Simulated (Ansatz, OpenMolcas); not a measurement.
Exact exchange and the HOMO–LUMO gap of CHBrCl2 (bromodichloromethane)

CHBrCl2 has 5 atoms, charge 0, and is taken as a singlet. SMILES: `ClC(Cl)Br`. Geometry: relaxed at PBE0-D4/def2-TZVP.

The HOMO–LUMO gap y, in eV, basis 6-31G(d); a is the functional's share of exact exchange. Programs: Ansatz 0.2.0, OpenMolcas 26.06.

| functional | program | a | y (eV) |
| --- | --- | --- | --- |
| r2SCAN | Ansatz | 0 | 5.25 |
| TPSS | OpenMolcas | 0 | 4.99 |
| B3LYP | Ansatz | 0.2 | 6.61 |
| PBE0 | Ansatz | 0.25 | 7.14 |
| r2SCAN0 | Ansatz | 0.25 | ? |
| BHLYP | Ansatz | 0.5 | 9.44 |

**Question.** Fit y = c + s·a to the known rows and predict r2SCAN0.

**Answer.** 
1. Means of the 5 rows: a = 0.1900, y = 6.686.
2. Σ(Δa)² = 0.172, Σ(Δa·Δy) = 1.4753, so the slope is 1.4753/0.172 = 8.5773.
3. Intercept: 6.686 − (8.5773) × 0.1900 = 5.056. The largest residual of the fit is 0.19.
4. r2SCAN0: 5.056 + (8.5773) × 0.25 = 7.20 eV.

The run gave 7.42 eV, so the prediction is off by -0.22 eV, about the scatter of the fit. Exact exchange lowers occupied levels and raises empty ones. The rows mix families of semi-local functionals, which the line can't see.

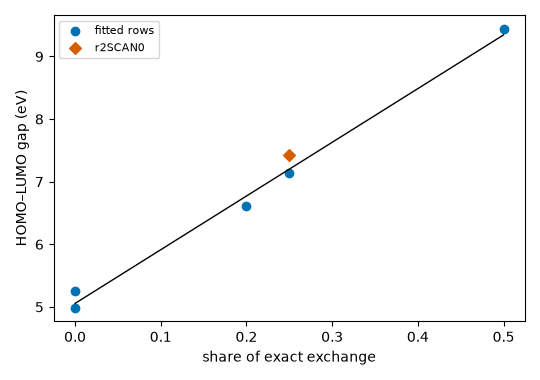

The fitted line, with the withheld row.
